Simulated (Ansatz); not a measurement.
# MgTl (Pm-3m): phonons and vibrational spectra, part 2 of 2

The cell of MgTl (Pm-3m) is at rest. What are its phonons? After the zone centre comes a 4×4×4 q mesh on a 12×12×12 k mesh.

Ansatz 0.2.0; DFT PBEsol, scalar-relativistic, plane waves, PAW.

So far. Step 2 (Zone-centre response): Before it was imposed, the acoustic sum rule was missed by 3.6e-5 eV/Å². Small misses are needed for a sound result but don't prove that mesh and cutoff are converged. The lowest optical mode is real, 149 cm⁻¹.

The database entry behind the starting cell differs from later determinations by our own check (0.1 to 0.3 % short, probably kX units), so it need not match the best structure at ambient conditions.

### Step 3. Response at finite wavevector

Stability and thermal properties need the whole zone. Linear response on a 4×4×4 q mesh gives force constants as far as a supercell of that size would.

input.yaml reads:

```yaml
crystal:
  lattice:
    - [3.6224807745, 0.0, 0.0]
    - [0.0, 3.6224807745, 0.0]
    - [0.0, 0.0, 3.6224807745]
  atoms:
    - { symbol: Mg, position: [0.0, 0.0, 0.0] }
    - { symbol: Tl, position: [0.5, 0.5, 0.5] }
kpoints:
  mp_grid: { grid: [12, 12, 12] }
hamiltonian:
  xc: pbesol
scf:
  occupations: { method: methfessel_paxton, width: 0.15 }
output:
  eigenvalues: true
phonons:
  method: dfpt
  qmesh: [4, 4, 4]
  temperatures: { t_max: 1000, t_step: 50 }
  qpath:
    path:
      - [[0.0, 0.0, 0.0], [0.0, 0.5, 0.0], [0.5, 0.5, 0.0], [0.0, 0.0, 0.0], [0.5, 0.5, 0.5], [0.0, 0.5, 0.0]]
      - [[0.5, 0.5, 0.5], [0.5, 0.5, 0.0]]
    npoints: 10
```

Command:

```bash
$ ansatz run input.yaml --threads 4 --pin off --max-ram 7168MiB --backend cpu --events-out ev --progress --plain --runs-dir out
```

Numbers of over 12 decimals in the logs are rounded to 6 here.

Output:

```text
[...]
Crystal: 2 atoms, lattice volume = 47.536 Å³
Basis set: ecut = 420 eV, 925 PW (Γ), exchange–correlation on 50×50×50 points (8 copies of the dense FFT grid, shifted against one another)
Bands: 16, of which v1, the nominal top of the filled ones, is band 12 counted from 1 (11 counted from 0)
Symmetry: 48 space group operations
k-points: 84 of 1728
[...]
SCF iter   1: F=—  HF=-13207.902030 eV  |F-HF|=—  |Δ(HF+E_count)|=         —  Δρ=3.33e-3  dr2=7.53e-3  ethr=1.77e-3  ⟨swp⟩=5.2  Hψ=6540  notcnv=0
[...]
SCF iter   7: F=-13207.897636 eV  HF=-13207.897636 eV  |F-HF|=3.64e-12  |Δ(HF+E_count)|=  1.47e-10  S|Δr|=    0.00e0  Δρ=1.78e-7  dr2=7.73e-12  ethr=1.00e-12  ⟨swp⟩=6.3  Hψ=6852  notcnv=0
SCF 1 converged in 7 iterations: F = -13207.897636 eV  dr2 = 7.73e-12
[...]
phonons: the bands overlap, so this run is a metal and interpolates without the dipole-dipole term. If the crystal is really an insulator or semiconductor, its LO-TO splitting is missing
NSCF: frozen V_eff on 84 k-points
WARN: eigensolver did not converge in 5 slots of this pass, the one above among them; of largest residual over every band (k=53): 1 band(s) unlocked (lowest unlocked band 15, counted from 0; max residual 1.87e-4 eV among the unlocked bands, 1.87e-4 eV over every band); of lowest unlocked band (k=3): band 15
[...]
DFPT response loops at q = (0, 0, 0) (fractional): preconditioner auto → Kerker (q_TF=auto, 2.417 Å⁻¹) (partly filled bands, converged f_vac=0.000); β = 1.00, the filter's whole step (`scf.mixing.beta` (0.50) is not read by the response loops under this deck's `scf.mixing.preconditioner`; to damp them name `kerker` or `kerker_dos`, under which they read `scf.mixing.beta`, and type it under 1.00, their step now; both keys bind the ground state too); Broyden in place of MSR1
[...]
SCF converged after 7 iterations
[...]
Free energy (F): -13207.897636 eV
[...]
Internal energy: -13207.899026 eV  (E = F + TS)
E sigma→0 (E₀):  -13207.897984 eV
Entropy (-TS):   0.001390 eV (0.695 meV/atom)
Fermi energy:    9.303212 eV
[...]
--- Band table (eV; the first three rows and the last of 84) ---
  k-point 0: bands = [... 8 lower, -2.1008, -0.3467, 11.7507, 11.7507, 11.7507, 12.8376, 14.5992, 14.5992]
  k-point 1: bands = [... 8 lower, -2.0999, -0.2648, 10.5913, 11.8441, 11.8441, 13.3447, 14.6351, 15.4369]
  k-point 2: bands = [... 8 lower, -2.0972, -0.0175, 8.9689, 12.1184, 12.1184, 13.6910, 14.7404, 17.2686]
  k-point 83: bands = [... 8 lower, -1.8939, 5.6837, 9.0106, 9.0106, 9.0106, 11.4034, 11.4034, 11.4034]
--- Phonons (Γ-DFPT): 2 representative perturbations + reference (Σ response iterations 6) ---
  ASR residual: 3.187e-5 → 0.000e0 eV/Å²; symmetrization residual: 3.702e-6 eV/Å²
  ASR residual per site (eV/Å²): 2.32e-5 3.19e-5
  Γ frequencies (cm⁻¹): 0.00 0.00 0.00 148.94 148.94 148.94
--- Phonons (arbitrary-q DFPT): 10 irreducible q on the 4×4×4 mesh ---
  q = [0.0000, 0.0000, 0.0000] (star 1, of the zone-centre solve; hermiticity 4.18e-6, symmetrization 2.48e-11): -0.00 -0.00 0.00 148.94 148.94 148.94
  q = [0.0000, 0.0000, 0.2500] (star 6, 4 solved perturbations in 1848 linear systems a pass and spin channel, the states on 588 of 1728 k-point pairs; hermiticity 2.60e-6, symmetrization 1.52e-12): 27.23 27.23 51.62 140.15 140.15 155.89
[...]
q = [0.0000, 0.2500, -0.5000] (star 12, 6 solved perturbations on 588 of 1728 k-point pairs; hermiticity 3.49e-6, symmetrization 2.14e-13): 44.59 49.71 50.60 135.09 159.04 169.03
[...]
sum rule: each row above includes the acoustic sum rule's correction from the zone centre's row sums; it moved no ω² by more than (0.51 cm⁻¹)²
  mesh force constants: q→R imaginary residual 3.51e-18; ASR residual 3.187e-5 → 0.000e0 eV/Å²; symmetrization residual 8.882e-16 eV/Å²
  interpolated dispersion: 62 rows × 6 modes
  density of states and harmonic sums: on the 20×20×20 q-mesh, interpolated from the force constants of a 4×4×4 supercell (no non-analytic term)
  largest difference from the sums on the solved wave vectors: F 1.59e-2 eV, S 1.99e-5 and C_V 4.01e-6 eV/K
  zero-point energy: 0.036880 eV/cell   skipped modes (ω ≤ 0): 3   left out of the sums: 6.25e-5 of the cell's modes: C_V's classical limit lies that fraction below 3 k_B per atom; for a crystal, a wire or a layer, F and S can be off by more, and a phonons.interpolated_qmesh denser along its periods is the remedy for the sampling
```

Wall time 12 min (4 threads of Arm Neoverse N1, shared host); peak memory 1.9 GiB.

Numbers from this step:

```
sum-rule residual before enforcement                       : 3.19e-5 eV/Å²
lowest frequency on the path                               : 0 cm⁻¹
highest frequency on the path or at a solved wavevector    : 175.7 cm⁻¹
mean frequency                                             : 99.2 cm⁻¹
Debye temperature (second moment)                          : 211 K
logarithmic mean frequency                                 : 81.5 cm⁻¹
lowest mode on the q mesh (acoustic modes at Γ apart)      : 22.45 cm⁻¹
zero-point energy per atom                                 : 18.44 meV
heat capacity at 300 K                                     : 24.34 J/(mol atoms K)
vibrational entropy at 300 K                               : 48.68 J/(mol atoms K)
edges of the widest gap between branches, on path and mesh : 72.7, 129.3 cm⁻¹
```

Frequencies (cm⁻¹) solved at each irreducible wavevector; negative means imaginary. Frequencies by wavevector, by row:

```
q in reciprocal lattice units  star  mode 1  mode 2  mode 3  mode 4  mode 5  mode 6
                        0 0 0     1       0       0       0   148.9   148.9   148.9
                     0 0 0.25     6    27.2    27.2    51.6   140.2   140.2   155.9
                     0 0 -0.5     3    45.7    45.7    72.7   129.3   129.3   171.7
                  0 0.25 0.25    12    22.4    40.6    60.4     138   143.3   161.2
                  0 0.25 -0.5    12    44.6    49.7    50.6   135.1     159     169
                  0 -0.5 -0.5     3    30.4    30.4      53   138.9   175.7   175.7
               0.25 0.25 0.25     8    40.8    40.8      55   153.8   153.8   157.7
               0.25 0.25 -0.5    12    40.1    48.8      60   139.7   162.1   165.7
               0.25 -0.5 -0.5     6      48      48    61.6   144.4   166.6   166.6
               -0.5 -0.5 -0.5     1    62.1    62.1    62.1   147.5   147.5   147.5
```

Interpolated from a 4×4×4 q mesh. The phonon branches at the labelled points (cm⁻¹):

```
    point  branch 1  branch 2  branch 3  branch 4  branch 5  branch 6
        Γ         0         0         0       149       149       149
        X        46        46        73       129       129       172
        M        30        30        53       139       176       176
        Γ         0         0         0       149       149       149
        R        62        62        62       148       148       148
        X        46        46        73       129       129       172
jump to R        62        62        62       148       148       148
        M        30        30        53       139       176       176
```

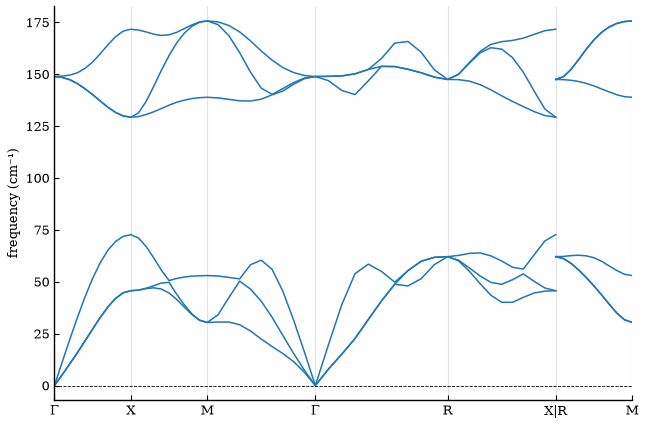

Phonon branches along the path.

The phonon density of states has structure finer than the step of the table below, so its rows give means over 10 cm⁻¹, whole bins alone (the curve runs from 1 to 177 cm⁻¹). Peaks (cm⁻¹: height): 49.0: 0.124, 55.0: 0.108, 139.0: 0.120, 165.0: 0.116.

Tetrahedra on a 20×20×20 mesh, mean over bins of 2 cm-1. Interpolated from a 4×4×4 q mesh. Phonon density of states against wavenumber; means over each step:

```
wavenumber (cm⁻¹)  phonon density of states (1/cm⁻¹/cell)
               10                                 0.00335
               20                                  0.0141
               30                                  0.0377
               40                                  0.0786
               50                                  0.0920
               60                                  0.0707
               70                                 0.00348
               80                                       0
               90                                       0
              100                                       0
              110                                       0
              120                                       0
              130                                  0.0136
              140                                  0.0962
              150                                  0.0481
              160                                  0.0735
              170                                  0.0675
```

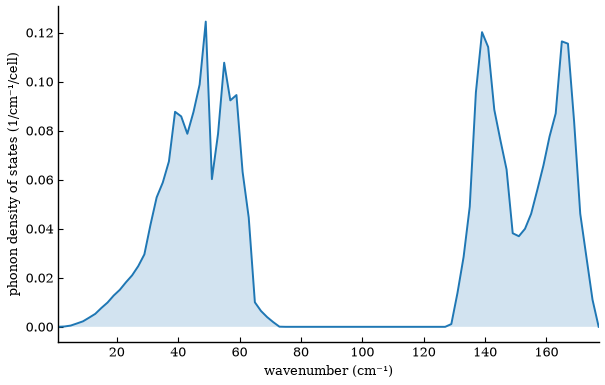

Phonon density of states against wavenumber.

The partial phonon density of states has structure finer than the step of the table below, so its rows give means over 10 cm⁻¹, whole bins alone (the curve runs from -10 to 191 cm⁻¹). Peaks (cm⁻¹: height): Mg 140.2: 0.106, 165.5: 0.0965; Tl 48.1: 0.0955.

Phonopy on the run's constants, 15x15x15 mesh, Gaussian sigma 2.0 cm-1. Interpolated from a 4×4×4 q mesh. Partial phonon density of states against wavenumber; means over each step; values in 1/cm⁻¹/cell:

```
wavenumber (cm⁻¹)       Mg       Tl
                0   2.1e-5   1.6e-4
               10   3.9e-4  0.00335
               20  0.00149   0.0128
               30  0.00387   0.0345
               40  0.00626   0.0714
               50  0.00484   0.0875
               60  0.00177   0.0662
               70   1.3e-4  0.00529
               80        0   2.5e-5
               90        0        0
              100        0        0
              110        0        0
              120   1.3e-5        0
              130   0.0168   2.9e-4
              140   0.0888  0.00290
              150   0.0471  0.00313
              160   0.0663  0.00624
              170   0.0599  0.00591
              180  0.00233   3.0e-4
```

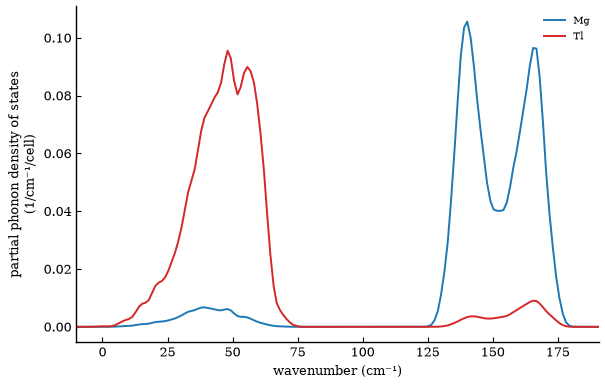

Partial phonon density of states, plotted against wavenumber.

Second derivatives of the energy by pair, one row for each kind of neighbour of each atom listed. Each entry sums the pair over the periodic images of the supercell that the q mesh stands for, and in a polar crystal it holds the long-range dipole part too. Force constants by pair, by row:

```
atom  neighbour  distance (Å)  third of the trace (eV/Å²)  along the pair's line (eV/Å²)
 Mg1     itself             0                        1.97                              –
 Mg1         Tl         3.137                     -0.2356                        -0.8843
 Mg1         Mg         3.622                     -0.0432                        -0.1728
 Mg1         Mg         5.123                     -0.0099                        -0.0278
 Mg1         Tl         6.007                      0.0048                         0.0083
 Mg1         Mg         6.274                      0.0125                          0.051
 Mg1         Mg         7.245                      0.0047                        3.00e-4
 Tl2     itself             0                        2.76                              –
 Tl2         Mg         3.137                     -0.2356                        -0.8843
 Tl2         Tl         3.622                      -0.143                        -0.4411
 Tl2         Tl         5.123                     -0.0196                        -0.0546
 Tl2         Mg         6.007                      0.0048                         0.0083
 Tl2         Tl         6.274                      0.0108                         0.0151
 Tl2         Tl         7.245                     -0.0318                        -0.0643
```

Harmonic thermodynamic functions per atom, from the density of states. Interpolated from a 4×4×4 q mesh. Thermodynamic functions, by row:

```
T (K)  F_vib (meV/atom)  S (J/mol-atom/K)  C_V (J/mol-atom/K)
    0             18.44                 0                   0
   50             16.07             11.42               13.85
  100              6.88             23.46               20.47
  200            -26.19             38.94               23.64
  300            -71.91             48.68               24.34
  400            -126.2             55.72                24.6
  500            -186.9             61.23               24.72
  600            -252.8             65.74               24.79
  700            -322.9             69.57               24.83
  800            -396.8             72.88               24.86
  900            -473.9             75.81               24.87
 1000            -553.8             78.43               24.89
```

Harmonic mean-square displacement, third of the trace. Interpolated from a 4×4×4 q mesh. Mean square displacements, by row:

```
T (K)  Mg1 U_eq (Å²)  Tl2 U_eq (Å²)
    0         0.0055         0.0019
  100        0.01119        0.00774
  300        0.02948        0.02271
  600        0.05814        0.04533
```

Symmetry leaves 10 wavevectors to solve. The lowest mode among them, the acoustic zeros apart, lies at q = (0, 0.25, 0.25) and is real, 22.4 cm⁻¹.

### Step 4. What came out

```json
{"space group (within 0.01 Å)": "Pm-3m", "volume per atom": "23.8 Å³", "electronic character": "no gap on this mesh", "highest optical mode at the zone centre (no LO-TO term)": "149 cm⁻¹", "lowest optical zone-centre mode": "149 cm⁻¹", "lowest mode on the q mesh (acoustic modes at Γ apart)": "22.4 cm⁻¹", "highest frequency on the path or at a solved wavevector": "176 cm⁻¹", "zero-point energy per atom": "18.4 meV", "heat capacity at 300 K": "24.3 J/(mol atoms K)", "vibrational entropy at 300 K": "48.7 J/(mol atoms K)", "Debye temperature (second moment)": "211 K", "imaginary modes on the 4×4×4 q mesh": "none"}
```

The structure is a minimum as far as tested: no mode is imaginary at the 10 irreducible wavevectors of the 4×4×4 mesh, and the softest away from the acoustic zeros lies at 22 cm⁻¹. The optical modes at Γ form one degenerate level at 149 cm⁻¹. The highest mode in this list at Γ, 148.9 cm⁻¹, is mostly motion of Mg (89 % of the kinetic energy). On the path and the mesh, the widest gap between branches runs from 73 to 129 cm⁻¹. With no gap, or one that is small against the smearing, the frequencies hang on the k mesh and the smearing, most of all near Kohn anomalies. The phonon runs are without spin polarisation, although the cell has an odd electron count. Spin-orbit coupling is left out, which can matter for the heavy elements here. A phonon run warned that its eigensolver left some bands unconverged in a pass. These are harmonic frequencies at zero temperature: anharmonic shifts, linewidths and thermal expansion are left out.

[Logs are printed without paths, hosts, clocks, repeated set-up lines and the standing remarks that a program may print on its own settings, such as how far it seeks lower states.]

[Hosts, paths, dates, database ids (printed as entryN), source tags and the programs' standing remarks are cut or masked in the printed files.]
